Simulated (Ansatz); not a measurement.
## Electronic structure of ClH₂OSi (charge +1) in real space

| atom | x (Å) | y (Å) | z (Å) |
| --- | --- | --- | --- |
| Cl | 1.7284 | 3.5638 | -0.5192 |
| O | -1.0485 | 3.8633 | 0.0627 |
| Si | 0.3602 | 2.7563 | 0.7196 |
| H | -0.9596 | 4.5372 | -0.6373 |
| H | -1.9626 | 3.8201 | 0.3955 |

Geometry: r2SCAN-D4/def2-TZVP.

Method: Ansatz 0.2.0, isolated molecule in a Gaussian basis; Kohn-Sham density functional theory, functional PBE0.

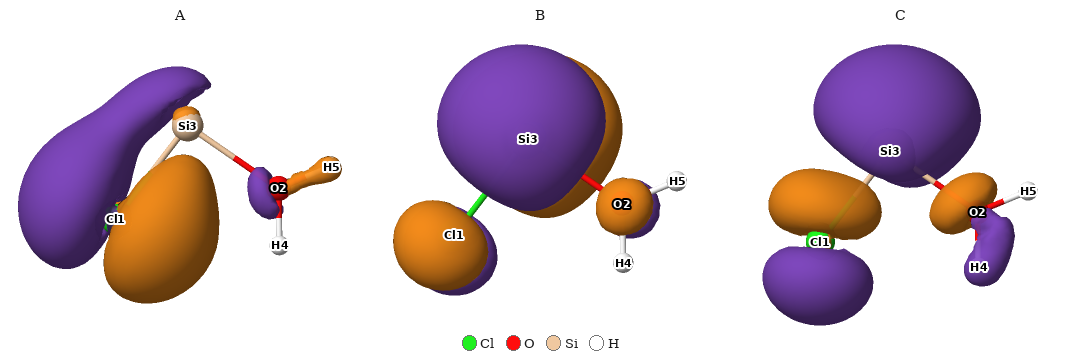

Figure 1. Three frontier orbitals at ±0.1 Å⁻³ᐟ² (orange and purple are the two phases), in no order.

**Order the three orbitals by energy and name them.**

A is the HOMO−1 (−15.39 eV). Its weight (Hirshfeld) is mainly on Cl1 (about 85 %); it is symmetric in the molecular plane (an in-plane orbital: σ, lone-pair or in-plane π type); largely a lone pair of Cl1. C is the HOMO (−13.93 eV). By Hirshfeld shares it lies mainly on Si3 (about 65 %), Cl1 (about 25 %) and O2 (about 5 %); it is symmetric in the molecular plane (an in-plane orbital: σ, lone-pair or in-plane π type). B is the LUMO (−8.09 eV). It lies mainly on Si3 (about 80 %) and Cl1 (about 15 %); it changes sign across the molecular plane (π type).

**What is the HOMO–LUMO gap?**

5.84 eV between the orbital energies.

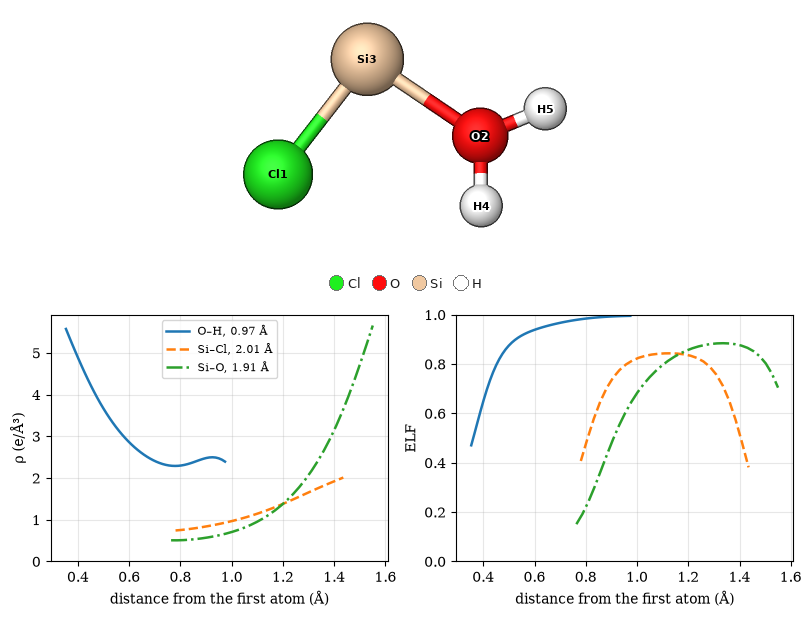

Figure 2. Electron density and electron localisation function along straight lines between neighbouring atoms. The curves leave out the atomic cores. The structure is drawn too.

**Compare the contacts.**

O–H (0.97 Å): ρ at the midpoint is about 3.8 e/Å³; the ELF climbs to about 1 towards the hydrogen, as it does in any bond to H (a covalent bond by its length).
Si–Cl (2.01 Å): the density is about 0.98 e/Å³ at the midpoint; the ELF peaks at about 0.85 between the atoms, as expected for a polar covalent bond.
Si–O (1.91 Å): ρ is about 0.63 e/Å³ halfway, with its minimum of 0.51 e/Å³ about 0.8 Å from Si; the ELF peaks at about 0.90 between the atoms; a polar covalent bond.

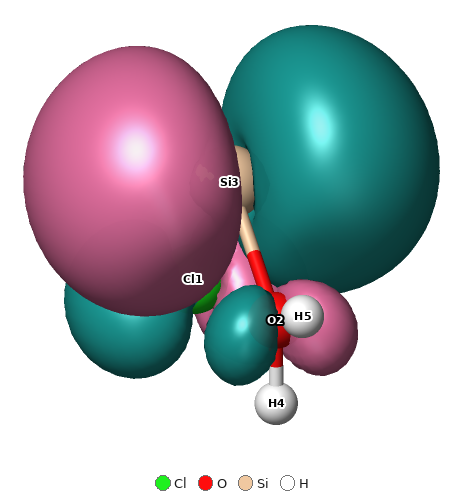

Figure 3. The LUMO at ±0.08 Å⁻³ᐟ² (teal and pink are the two phases), seen at an oblique angle.

**Where does this orbital lie, and at what energy?**

By Hirshfeld shares it lies mainly on Si3 (about 80 %) and Cl1 (about 15 %); it changes sign across the molecular plane (π type). Its energy is −8.09 eV.
